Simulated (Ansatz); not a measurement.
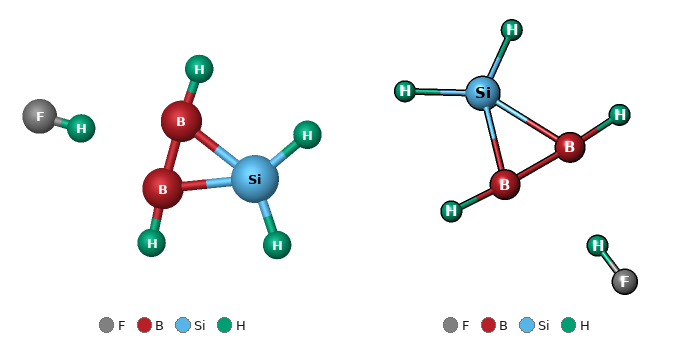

Both panels show the same species.

The computed structure is the end point of a PBE0-D4/def2-TZVP optimisation. No frequency run is at hand to confirm it as a minimum.

Give the formula.

Answer. B2FH5Si, 9 atoms: 2 boron, 1 fluorine, 5 hydrogen and 1 silicon. Judged by distances it falls into 2 fragments: HF, B2H4Si.

How many atoms are distinct by symmetry?

Answer. 6: 1 F, 2 B, 1 Si, 2 H, 2 H, 1 H.

How many bonds of each kind are drawn?

Answer. 2 Si–H, 2 B–H, 2 B–Si, 1 F–H, 1 B–B. Sticks follow a distance rule.

Give the symmetry (Schoenflies symbol).

Answer. C2v.
